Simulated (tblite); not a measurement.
**Run report: C5H13BO2Si, relaxed scan**

- system: C5H13BO2Si, SMILES C=C([SiH3])CB(OC)OC
- method: GFN2-xTB relaxed scan under a harmonic restraint, gas phase (tblite 0.8.0)

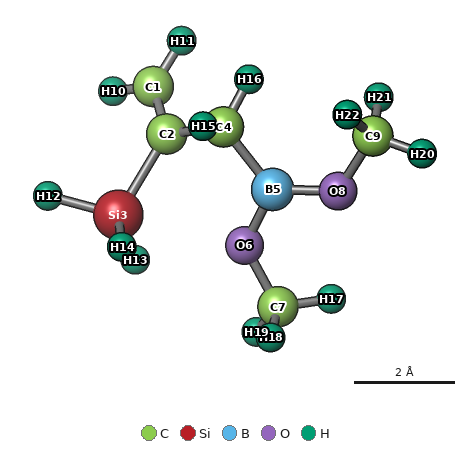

The input geometry (ball-and-stick view, seen at a tilt; atoms are numbered from 1 in the order of the input). Bond lengths as drawn: B–C 1.60 Å, B–O 1.35 to 1.36 Å, C–C 1.33 to 1.50 Å, C–H 1.08 to 1.10 Å, C–O 1.41 Å, C–Si 1.89 Å and H–Si 1.46 to 1.48 Å.

## Input file
```
{"job": {"xc": "GFN2-xTB", "basis": "xTB", "coordinate": [["d", [4, 3], 1], ["d", [4, 0], -1]], "kind": "drive"}, "charge": 0, "multiplicity": 1}
C      1.815630    -0.346076     2.261440
C      1.494607    -0.127832     0.993879
Si     2.173092    -1.196348    -0.407930
C      0.519122     0.949009     0.617104
B     -0.672749     0.335923    -0.255041
O     -0.371812    -0.806377    -0.908245
C     -1.254835    -1.500295    -1.757562
O     -1.919418     0.859411    -0.401046
C     -2.355653     2.034805     0.234992
H      2.507327    -1.122223     2.544591
H      1.408819     0.240930     3.074114
H      3.596944    -1.414545    -0.084355
H      1.559443    -2.523332    -0.462208
H      2.151005    -0.498477    -1.694030
H      1.042895     1.689464     0.003064
H      0.164465     1.473547     1.509168
H     -2.291247    -1.324289    -1.466156
H     -1.110639    -1.167697    -2.788599
H     -1.019568    -2.562931    -1.685684
H     -3.344247     2.270687    -0.160812
H     -2.426415     1.887902     1.316171
H     -1.677176     2.868130     0.036103
```

The first line tells a small driver script what to run in tblite; the rest is the geometry in Å.

Machine: 1 CPU thread, shared host.

Command:
```bash
OMP_NUM_THREADS=1 python <driver script> task.json out
```

## Output
```
point  coordinate     E/eV
  0     -1.862     -774.67010
  1     -1.712     -774.63744
  2     -1.563     -774.58629
  3     -1.412     -774.52322
  4     -1.258     -774.46342
  5     -1.116     -774.37936
  6     -0.970     -774.26816
  7     -0.829     -774.12499
  8     -0.686     -773.94765
  9     -0.541     -773.73360
 10     -0.378     -773.49989
 11     -0.207     -773.28967
 12     -0.020     -773.14987
```

## Results in brief

| quantity | value |
| --- | --- |
| outcome | converged |
| wall time | 5 s |
| peak memory | 0.19 GiB |
